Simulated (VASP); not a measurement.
# CuRh2S4 (Cuprorhodsite): structure and properties in VASP, part 2 of 6

Aim: relax CuRh2S4 (Cuprorhodsite) with PBEsol, compute its properties on that cell and hold them against experiment. The start is a cell from a database of measured crystal structures.

VASP 6.6.1; PBEsol, no spin polarisation; plane waves and PAW (Cu, Rh_pv, S).

Still holding for the runs below: This run has no spin polarisation, although Cu and Rh can carry a moment. The k-mesh is coarse for a metal.

So far. Step 2 (Relaxing cell and atoms (PBEsol)): It ends with a largest force of 0.001 eV/Å and a pressure of 0.07 GPa. The volume lies -2.4 % from that of the database's start, which holds the thermal and zero-point expansion of its experiment.

**3. Second relaxation**

A relaxation keeps the plane waves of the cell it began with, so it is repeated from the new cell, on a basis made for it.

INCAR

```
SYSTEM = CuRh2S4
PREC = Accurate
ENCUT = 400
EDIFF = 1E-06
NELM = 100
ISMEAR = 0
SIGMA = 0.05
LREAL = .FALSE.
ALGO = Normal
GGA = PS
NBANDS = 80
LASPH = .TRUE.
LORBIT = 11
LWAVE = .FALSE.
LCHARG = .FALSE.
KPAR = 8
IBRION = 2
NSW = 60
ISIF = 3
EDIFFG = -0.01
```

POSCAR

```
CuRh2S4
1.0
    0.0000000000      4.8555710460      4.8555710460
    4.8555710460      0.0000000000      4.8555710460
    4.8555710460      4.8555710460      0.0000000000
Cu Rh S
2 4 8
Direct
    0.0000000000      0.0000000000      0.0000000000
    0.2500000000      0.2500000000      0.2500000000
    0.6250000000      0.6250000000      0.6250000000
    0.1250000000      0.6250000000      0.6250000000
    0.6250000000      0.6250000000      0.1250000000
    0.6250000000      0.1250000000      0.6250000000
    0.3839428768      0.3839428768      0.3839428768
    0.4018286304      0.8660571232      0.8660571232
    0.3839428768      0.3839428768      0.8481713696
    0.8660571232      0.4018286304      0.8660571232
    0.8481713696      0.3839428768      0.3839428768
    0.8660571232      0.8660571232      0.8660571232
    0.3839428768      0.8481713696      0.3839428768
    0.8660571232      0.8660571232      0.4018286304
```

KPOINTS

```
Automatic mesh
0
Gamma
4 4 4
0 0 0
```

PAW data sets: Cu, Rh_pv and S (PBE family, release 64).

Run with:

```
$ mpirun -np 8 vasp_std
```

What it wrote:

```text
[banner, memory and clock lines left out]
running    8 mpi-ranks, on    1 nodes
 distrk:  each k-point on    1 cores,    8 groups
 distr:  one band on    1 cores,    1 groups

 POSCAR found type information on POSCAR CuRhS
 POSCAR found :  3 types and      14 ions
 [... a notice as in an earlier step ...]

 [... a notice as in an earlier step ...]

 LDA part: xc-table for (Slater+PW92), standard interpolation
 POSCAR, INCAR and KPOINTS ok, starting setup
 FFT: planning ... GRIDC
 FFT: planning ... GRID_SOFT
 FFT: planning ... GRID
 WAVECAR not read
 entering main loop
       N       E                     dE             d eps       ncg     rms          rms(c)
DAV:   1     0.141229168439E+04    0.14123E+04   -0.56290E+04  1432   0.149E+03
DAV:   2     0.979644695841E+02   -0.13143E+04   -0.12500E+04  1352   0.457E+02
DAV:   3    -0.780989082417E+02   -0.17606E+03   -0.16044E+03  1616   0.162E+02
DAV:   4    -0.907955764580E+02   -0.12697E+02   -0.12503E+02  1904   0.490E+01
DAV:   5    -0.911352566167E+02   -0.33968E+00   -0.33900E+00  1792   0.739E+00    0.431E+01
DAV:   6    -0.101506109662E+03   -0.10371E+02   -0.16045E+02  1760   0.214E+02    0.286E+01
DAV:   7    -0.840781297258E+02    0.17428E+02   -0.66649E+01  1792   0.105E+02    0.175E+01
DAV:   8    -0.834625327672E+02    0.61560E+00   -0.19729E+01  1992   0.662E+01    0.894E+00
DAV:   9    -0.837891647456E+02   -0.32663E+00   -0.38374E+00  1808   0.860E+00    0.605E+00
DAV:  10    -0.834818239276E+02    0.30734E+00   -0.18000E+00  1824   0.299E+01    0.231E+00
DAV:  11    -0.834387667214E+02    0.43057E-01   -0.37120E-01  1888   0.130E+01    0.128E+00
DAV:  12    -0.834426190659E+02   -0.38523E-02   -0.49760E-02  1824   0.104E+00    0.783E-01
DAV:  13    -0.834344867686E+02    0.81323E-02   -0.15471E-02  1896   0.248E+00    0.303E-01
DAV:  14    -0.834343012595E+02    0.18551E-03   -0.23787E-03  1936   0.296E-01    0.220E-01
DAV:  15    -0.834339846801E+02    0.31658E-03   -0.10181E-03  1600   0.658E-01    0.998E-02
DAV:  16    -0.834339540418E+02    0.30638E-04   -0.20428E-04  2024   0.202E-01    0.598E-02
DAV:  17    -0.834339335087E+02    0.20533E-04   -0.75763E-05  2000   0.162E-01    0.359E-02
DAV:  18    -0.834339325057E+02    0.10031E-05   -0.35501E-05  1864   0.351E-02    0.172E-02
DAV:  19    -0.834339312681E+02    0.12376E-05   -0.20572E-06   968   0.194E-02    0.132E-02
DAV:  20    -0.834339326305E+02   -0.13624E-05   -0.25334E-06  1016   0.299E-02    0.138E-02
DAV:  21    -0.834339291238E+02    0.35067E-05   -0.65740E-06  1368   0.582E-02    0.311E-03
DAV:  22    -0.834339294152E+02   -0.29143E-06   -0.23253E-06   992   0.510E-03
   1 F= -.83433929E+02 E0= -.83425602E+02  d E =-.834339E+02
 curvature:   0.00 expect dE= 0.000E+00 dE for cont linesearch  0.000E+00
 trial: gam= 0.00000 g(F)=  0.787E-08 g(S)=  0.324E-04 ort = 0.000E+00 (trialstep = 0.100E+01)
 search vector abs. value=  0.324E-04
 reached required accuracy - stopping structural energy minimisation
```

Wall time 35 s (8 MPI ranks of Intel Xeon 6975P-C (Granite Rapids), shared host); peak memory 3.1 GiB; 4.4 min of CPU time.

Parts of OUTCAR (step 3):

```text
  LATTYP: Found a face centered cubic cell.
 ALAT       =     9.7111420920

 Found      8 irreducible k-points:

   ENCUT  =  400.0 eV  29.40 Ry    5.42 a.u.  11.20 11.20 11.20*2*pi/ulx,y,z

   NELECT =     130.0000    total number of electrons

 E-fermi :   7.0424

 k-point     1 :       0.0000    0.0000    0.0000
  band No.  band energies     occupation
    ...
     62       5.9084      2.00000
     63       5.9084      2.00000
     64       6.9264      1.99896
     65       6.9264      1.99896
     66       6.9264      1.99896
     67       9.6738      0.00000
     68       9.6738      0.00000
     69       9.6738      0.00000
     70       9.8739      0.00000
     71       9.8739      0.00000
    ...

 k-point     2 :       0.2500    0.0000    0.0000
  band No.  band energies     occupation
    ...
     62       5.9553      2.00000
     63       6.0195      2.00000
     64       6.7254      2.00000
     65       6.9515      1.98987
     66       6.9515      1.98987
     67       9.1518      0.00000
     68       9.1518      0.00000
     69       9.2465      0.00000
     70       9.2973      0.00000
     71       9.5045      0.00000
    ...

  Total        0.0559746      0.0559746      0.0559746      0.0000000     -0.0000000     -0.0000000
  in kB        0.3916975      0.3916975      0.3916975      0.0000000     -0.0000000     -0.0000000
  external PRESSURE =       0.3916975 kB  Pullay stress =       0.0000000 kB

  energy-cutoff  :      400.00
  volume of cell :      228.96
      direct lattice vectors                 reciprocal lattice vectors
     0.000000000  4.855571046  4.855571046    -0.102974500  0.102974500  0.102974500
     4.855571046  0.000000000  4.855571046     0.102974500 -0.102974500  0.102974500
     4.855571046  4.855571046  0.000000000     0.102974500  0.102974500 -0.102974500

 POSITION                                       TOTAL-FORCE (eV/Angst)
 -----------------------------------------------------------------------------------
      0.00000      0.00000      0.00000         0.000000     -0.000000     -0.000000
      2.42779      2.42779      2.42779         0.000000     -0.000000      0.000000
      6.06946      6.06946      6.06946         0.000000     -0.000000     -0.000000
      6.06946      3.64168      3.64168         0.000000     -0.000000     -0.000000
      3.64168      3.64168      6.06946         0.000000     -0.000000     -0.000000
      3.64168      6.06946      3.64168         0.000000     -0.000000      0.000000
      3.72852      3.72852      3.72852         0.000082      0.000082      0.000082
      8.41040      6.15631      6.15631        -0.000082      0.000082      0.000082
      5.98262      5.98262      3.72852        -0.000082     -0.000082      0.000082
      6.15631      8.41040      6.15631         0.000082     -0.000082      0.000082
      3.72852      5.98262      5.98262         0.000082     -0.000082     -0.000082
      8.41040      8.41040      8.41040        -0.000082     -0.000082     -0.000082
      5.98262      3.72852      5.98262        -0.000082      0.000082     -0.000082
      6.15631      6.15631      8.41040         0.000082      0.000082     -0.000082
 -----------------------------------------------------------------------------------
    total drift:                                0.000000      0.000000     -0.000000

  FREE ENERGIE OF THE ION-ELECTRON SYSTEM (eV)
  ---------------------------------------------------
  free  energy   TOTEN  =       -83.4339294152 eV

  energy  without entropy=      -83.4172752437  energy(sigma->0) =      -83.42560233

 total charge
# of ion       s       p       d       tot
------------------------------------------
    1        0.419   0.446   9.168  10.033
    2        0.419   0.446   9.168  10.033
    3        0.389   6.353   7.174  13.916
    4        0.389   6.353   7.174  13.916
    5        0.389   6.353   7.174  13.916
    6        0.389   6.353   7.174  13.916
    7        1.328   2.319   0.000   3.646
    8        1.328   2.319   0.000   3.646
    9        1.328   2.319   0.000   3.646
   10        1.328   2.319   0.000   3.646
   11        1.328   2.319   0.000   3.646
   12        1.328   2.319   0.000   3.646
   13        1.328   2.319   0.000   3.646
   14        1.328   2.319   0.000   3.646
--------------------------------------------------
tot         13.014  44.853  47.034 104.901

[... 6 parts as in an earlier step ...]

[... 6 further parts left out ...]
```

CONTCAR:

```
CuRh2S4
   1.00000000000000
     0.0000000000000000    4.8555710459999997    4.8555710459999997
     4.8555710459999997    0.0000000000000000    4.8555710459999997
     4.8555710459999997    4.8555710459999997    0.0000000000000000
  Cu              Rh              S
     2     4     8
Direct
     0.0000000000000000    0.0000000000000000    0.0000000000000000
     0.2500000000000000    0.2500000000000000    0.2500000000000000
     0.6250000000000000    0.6250000000000000    0.6250000000000000
     0.1250000000000000    0.6250000000000000    0.6250000000000000
     0.6250000000000000    0.6250000000000000    0.1250000000000000
     0.6250000000000000    0.1250000000000000    0.6250000000000000
     0.3839428767999991    0.3839428767999991    0.3839428767999991
     0.4018286303999972    0.8660571232000009    0.8660571232000009
     0.3839428767999991    0.3839428767999991    0.8481713696000028
     0.8660571232000009    0.4018286303999972    0.8660571232000009
     0.8481713696000028    0.3839428767999991    0.3839428767999991
     0.8660571232000009    0.8660571232000009    0.8660571232000009
     0.3839428767999991    0.8481713696000028    0.3839428767999991
     0.8660571232000009    0.8660571232000009    0.4018286303999972
```

Little changed from the start: no atom moved by 0.005 Å and no cell edge by 0.1 %.

Numbers from this step:

* free energy (TOTEN): -83.4339 eV
* energy at zero smearing: -83.4256 eV
* pressure: 0.03917 GPa
* SCF cycles over all ionic steps: 22

It ends with forces under 0.001 eV/Å and a pressure of 0.04 GPa. The volume moved by under 0.01 %: the run met its threshold at the first step.

**4. Single point with fields (PBEsol)**

A single point on the relaxed cell gives a clean self-consistent state, with density, ELF and potential written out.

INCAR, as its differences from that of step 3:

```diff
@@ -14,7 +14,5 @@
 LWAVE = .FALSE.
-LCHARG = .FALSE.
-KPAR = 8
-IBRION = 2
-NSW = 60
-ISIF = 3
-EDIFFG = -0.01
+LCHARG = .TRUE.
+ISIF = 2
+LELF = .TRUE.
+LVHAR = .TRUE.
```

POSCAR is that of step 3.

KPOINTS is that of step 3.

Run with:

```
$ mpirun -np 8 vasp_std
```

What it wrote:

```text
[banner, memory and clock lines left out]
running    8 mpi-ranks, on    1 nodes
 distrk:  each k-point on    8 cores,    1 groups
 distr:  one band on    1 cores,    8 groups

 POSCAR found type information on POSCAR CuRhS
 POSCAR found :  3 types and      14 ions
 [... a notice as in an earlier step ...]

 [... a notice as in an earlier step ...]

 LDA part: xc-table for (Slater+PW92), standard interpolation
 POSCAR, INCAR and KPOINTS ok, starting setup
 FFT: planning ... GRIDC
 FFT: planning ... GRID_SOFT
 FFT: planning ... GRID
 WAVECAR not read
 entering main loop
       N       E                     dE             d eps       ncg     rms          rms(c)
[... 1 cycle as in an earlier step ...]
DAV:   2     0.979644695826E+02   -0.13143E+04   -0.12500E+04  1352   0.457E+02
DAV:   3    -0.780989082432E+02   -0.17606E+03   -0.16044E+03  1616   0.162E+02
[... 1 cycle as in an earlier step ...]
DAV:   5    -0.911352566181E+02   -0.33968E+00   -0.33900E+00  1792   0.739E+00    0.431E+01
DAV:   6    -0.101506109665E+03   -0.10371E+02   -0.16045E+02  1760   0.214E+02    0.286E+01
DAV:   7    -0.840781297269E+02    0.17428E+02   -0.66649E+01  1792   0.105E+02    0.175E+01
DAV:   8    -0.834625327684E+02    0.61560E+00   -0.19729E+01  1992   0.662E+01    0.894E+00
DAV:   9    -0.837891647466E+02   -0.32663E+00   -0.38374E+00  1808   0.860E+00    0.605E+00
DAV:  10    -0.834818239291E+02    0.30734E+00   -0.18000E+00  1824   0.299E+01    0.231E+00
DAV:  11    -0.834387667227E+02    0.43057E-01   -0.37120E-01  1888   0.130E+01    0.128E+00
DAV:  12    -0.834426190676E+02   -0.38523E-02   -0.49760E-02  1824   0.104E+00    0.783E-01
DAV:  13    -0.834344867694E+02    0.81323E-02   -0.15471E-02  1896   0.248E+00    0.303E-01
DAV:  14    -0.834343012613E+02    0.18551E-03   -0.23787E-03  1936   0.296E-01    0.220E-01
DAV:  15    -0.834339846824E+02    0.31658E-03   -0.10181E-03  1600   0.658E-01    0.998E-02
DAV:  16    -0.834339540418E+02    0.30641E-04   -0.20428E-04  2024   0.202E-01    0.598E-02
DAV:  17    -0.834339335093E+02    0.20533E-04   -0.75763E-05  2000   0.162E-01    0.359E-02
DAV:  18    -0.834339325069E+02    0.10024E-05   -0.35501E-05  1864   0.351E-02    0.172E-02
DAV:  19    -0.834339312695E+02    0.12374E-05   -0.20572E-06   968   0.194E-02    0.132E-02
DAV:  20    -0.834339326319E+02   -0.13625E-05   -0.25334E-06  1016   0.299E-02    0.138E-02
DAV:  21    -0.834339291245E+02    0.35075E-05   -0.65740E-06  1368   0.582E-02    0.311E-03
DAV:  22    -0.834339294169E+02   -0.29243E-06   -0.23253E-06   992   0.510E-03
   1 F= -.83433929E+02 E0= -.83425602E+02  d E =-.166542E-01
```

The job ended after 32 s (8 MPI ranks; peak memory 1.3 GiB; 4.1 min of CPU time).

Parts of OUTCAR (step 4):

```text
 Found      8 irreducible k-points:

   NELECT =     130.0000    total number of electrons

 E-fermi :   7.0424

  Total        0.0559746      0.0559746      0.0559746      0.0000000      0.0000000      0.0000000
  in kB        0.3916976      0.3916976      0.3916976      0.0000000      0.0000000      0.0000000
  external PRESSURE =       0.3916976 kB  Pullay stress =       0.0000000 kB

 POSITION                                       TOTAL-FORCE (eV/Angst)
 -----------------------------------------------------------------------------------
      0.00000      0.00000      0.00000        -0.000000     -0.000000      0.000000
      2.42779      2.42779      2.42779        -0.000000     -0.000000      0.000000
      6.06946      6.06946      6.06946        -0.000000     -0.000000      0.000000
      6.06946      3.64168      3.64168        -0.000000     -0.000000      0.000000
      3.64168      3.64168      6.06946        -0.000000     -0.000000      0.000000
      3.64168      6.06946      3.64168        -0.000000     -0.000000      0.000000
      3.72852      3.72852      3.72852         0.000082      0.000082      0.000082
      8.41040      6.15631      6.15631        -0.000082      0.000082      0.000082
      5.98262      5.98262      3.72852        -0.000082     -0.000082      0.000082
      6.15631      8.41040      6.15631         0.000082     -0.000082      0.000082
      3.72852      5.98262      5.98262         0.000082     -0.000082     -0.000082
      8.41040      8.41040      8.41040        -0.000082     -0.000082     -0.000082
      5.98262      3.72852      5.98262        -0.000082      0.000082     -0.000082
      6.15631      6.15631      8.41040         0.000082      0.000082     -0.000082
 -----------------------------------------------------------------------------------
    total drift:                                0.000000      0.000000     -0.000000

  FREE ENERGIE OF THE ION-ELECTRON SYSTEM (eV)
  ---------------------------------------------------
  free  energy   TOTEN  =       -83.4339294169 eV

  energy  without entropy=      -83.4172752454  energy(sigma->0) =      -83.42560233

[... 17 parts as in an earlier step ...]
```

This step gave:

| Item | Value |
| --- | --- |
| SCF cycles | 22 |

Valence electrons inside each PAW sphere by angular momentum. Sphere charges, by row:

| atom | s (e) | p (e) | d (e) | tot (e) |
| --- | --- | --- | --- | --- |
| Cu1 | 0.419 | 0.446 | 9.168 | 10.03 |
| Cu2 | 0.419 | 0.446 | 9.168 | 10.03 |
| Rh3 | 0.389 | 6.353 | 7.174 | 13.92 |
| Rh4 | 0.389 | 6.353 | 7.174 | 13.92 |
| Rh5 | 0.389 | 6.353 | 7.174 | 13.92 |
| Rh6 | 0.389 | 6.353 | 7.174 | 13.92 |
| S7 | 1.328 | 2.319 | 0 | 3.646 |
| S8 | 1.328 | 2.319 | 0 | 3.646 |
| S9 | 1.328 | 2.319 | 0 | 3.646 |
| S10 | 1.328 | 2.319 | 0 | 3.646 |
| S11 | 1.328 | 2.319 | 0 | 3.646 |
| S12 | 1.328 | 2.319 | 0 | 3.646 |
| S13 | 1.328 | 2.319 | 0 | 3.646 |
| S14 | 1.328 | 2.319 | 0 | 3.646 |

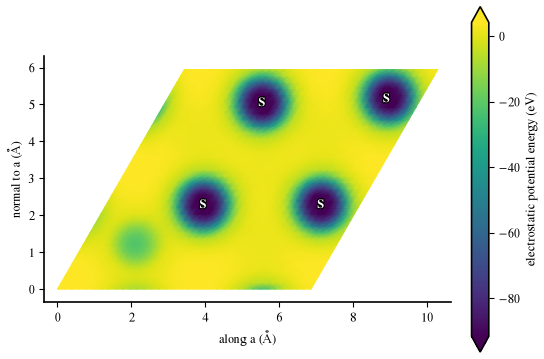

Electrostatic potential energy in the ac plane at fractional y = 0.384, with atoms of S within 0.2 Å of it. With pseudopotentials it is smooth inside the atoms' cores, unlike the true potential.

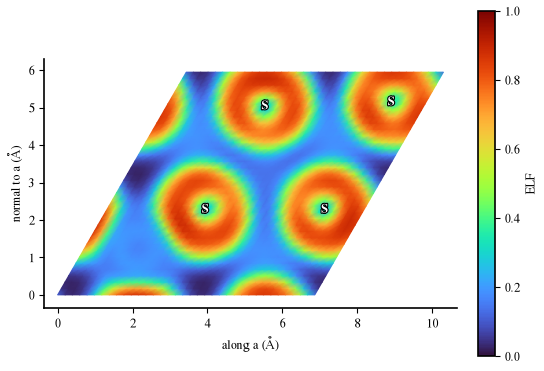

ELF in the ac plane at fractional y = 0.384, with atoms of S within 0.2 Å of it. It is the smooth field of the valence electrons, not physical close to the nuclei.

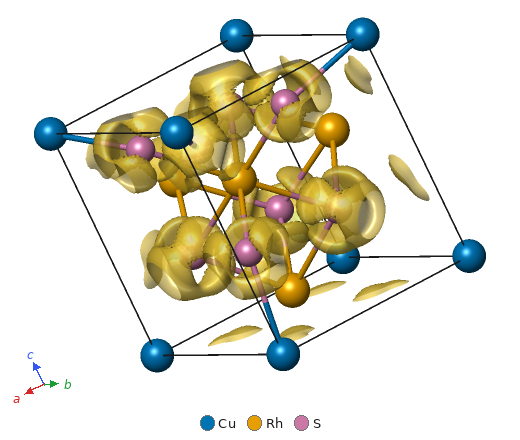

Surface of ELF = 0.82. Bonds to atoms that aren't drawn are left out.

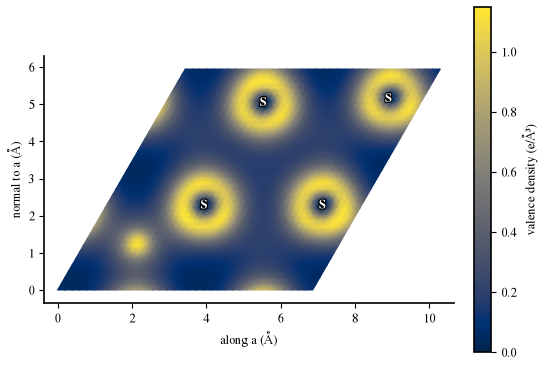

Valence density in the ac plane at fractional y = 0.384, with atoms of S within 0.2 Å of it. It is the smooth field of the valence electrons, not physical close to the nuclei.

In this run the pressure is 0.04 GPa, small enough to go on.

(Part 2 of 6 ends here.)

[Lines on the potential files, build, host, timing and source positions are cut from VASP's logs without a mark.]

[Logs are printed without paths, hosts, clocks, repeated set-up lines and the standing remarks that a program may print on its own settings, such as how far it seeks lower states.]

[Hosts, paths, dates, database ids (printed as entryN), source tags and the programs' standing remarks are cut or masked in the printed files.]

[A measured line is paired with the nearest computed mode of its activity, which favours agreement.]

[In band tables of VASP the shares of atoms and orbitals are scaled to a sum of 1 inside the atoms' spheres.]
